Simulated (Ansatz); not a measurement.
# CH$_{3}$F$_{3}$GeO (SMILES FC(F)(F)[O][GeH3]): what the fields show

```tsv
atom	x (Å)	y (Å)	z (Å)
C	0.9422	-0.3588	-0.9169
F	2.2293	-0.5864	-1.1335
F	0.5442	0.5949	-1.7755
F	0.2668	-1.4708	-1.2528
Ge	-0.8906	0.3776	1.0445
O	0.7467	-0.0135	0.3441
H	-1.4514	1.5767	0.2723
H	-1.7651	-0.8734	0.9081
H	-0.5336	0.7075	2.4927
```

Geometry: PBE0-D4/def2-SVP.

All numbers below come from Ansatz, isolated molecule in a Gaussian basis; Kohn-Sham density functional theory, functional PBE0.

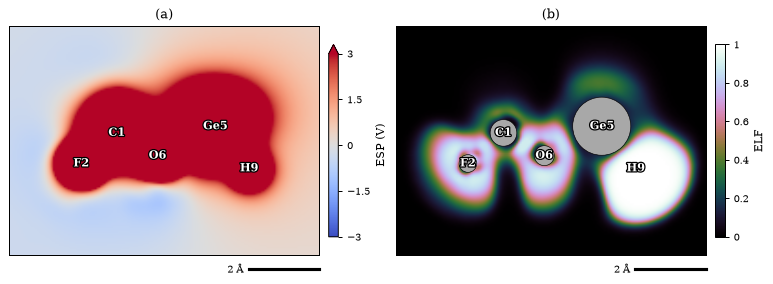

Figure 1. (a) electrostatic potential; (b) electron localisation function on the plane of atoms O6, Ge5 and H9. Grey discs cover the atomic cores in the ELF map.

**Read the bonding off the picture.**

The section cuts through C, F, Ge, O and H sites.
C–O (1.32 Å): the ELF peaks at about 0.90 between the atoms (a polar covalent bond).
C–F (1.32 Å): the ELF peaks at about 0.85 between the atoms, as expected for a polar covalent bond.
Ge–O (1.82 Å): the ELF peaks at about 0.85 in the valence shell of O, 0.6 Å from its nucleus, and is about 0.30 at the midpoint.
Ge–H (1.53 Å): the ELF climbs to about 1 towards the hydrogen.
The ELF also peaks beside F2 and O6, away from the bonds: lone-pair regions.
Outside the dense part of the molecule the potential is most negative (−1.0 V) near O6.

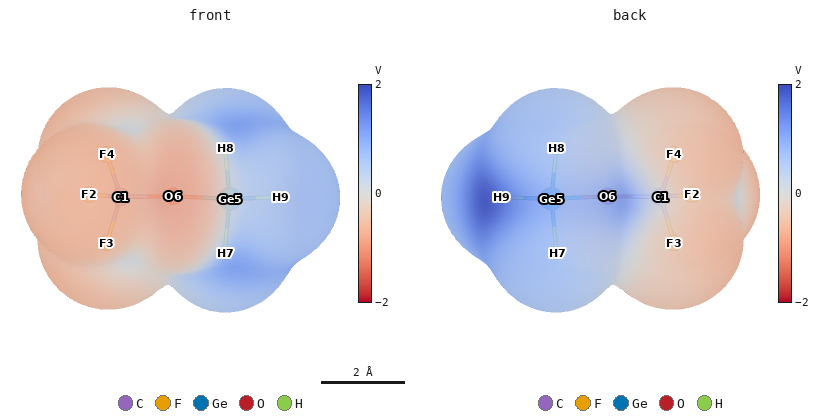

Figure 2. The electrostatic potential painted on the density surface at 0.001 e/bohr³, seen from the front and from behind; the colour scale runs from red (negative) to blue (positive).

**Describe the electrostatic potential map.**

The most negative region (about −0.8 V) lies over O6, the most positive (about +1.8 V) over Ge5.

**What dipole moment does the calculation give?**

Its dipole moment is 3.30 D.

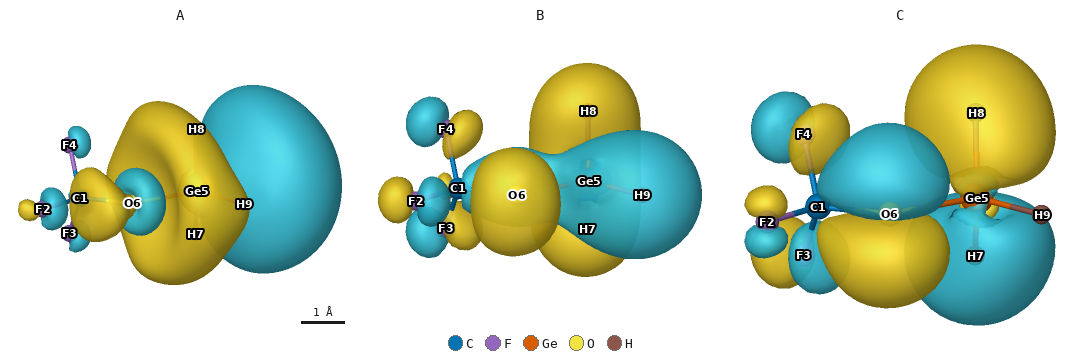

Figure 3. Three frontier orbitals at ±0.06 Å⁻³ᐟ² (yellow and cyan are the two phases), in no order.

**Which picture is the HOMO−1, the HOMO and the LUMO?**

B is the HOMO−1 (−10.17 eV). It lies mainly on Ge5 (about 30 %), O6 (about 30 %), H9 (about 20 %), H8 (about 10 %) and H7 (about 10 %). C is the HOMO (−9.65 eV). It lies mainly on O6 (about 45 %), Ge5 (about 20 %), H8 (about 15 %) and H7 (about 15 %). A is the LUMO (−0.56 eV). Its weight (Hirshfeld) is mainly on Ge5 (about 65 %), O6 (about 10 %), H8 (about 5 %), H7 (about 5 %) and H9 (about 5 %).

**What is the HOMO–LUMO gap?**

9.09 eV between the orbital energies.

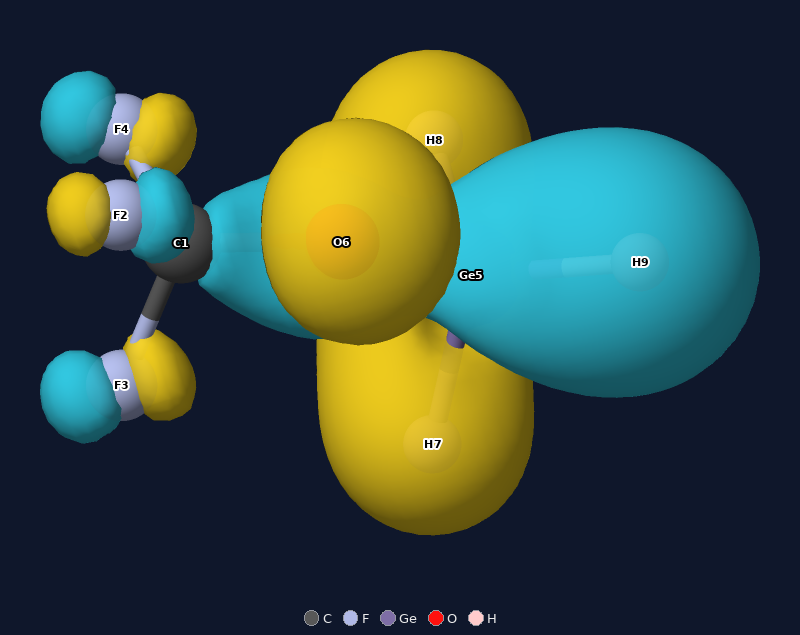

Figure 4. The HOMO−1 at ±0.1 Å⁻³ᐟ² (yellow and cyan are the two phases), seen at a tilt.

**Where does this orbital lie, and at what energy?**

Its weight (Hirshfeld) is mainly on Ge5 (about 30 %), O6 (about 30 %), H9 (about 20 %), H8 (about 10 %) and H7 (about 10 %). Its energy is −10.17 eV.
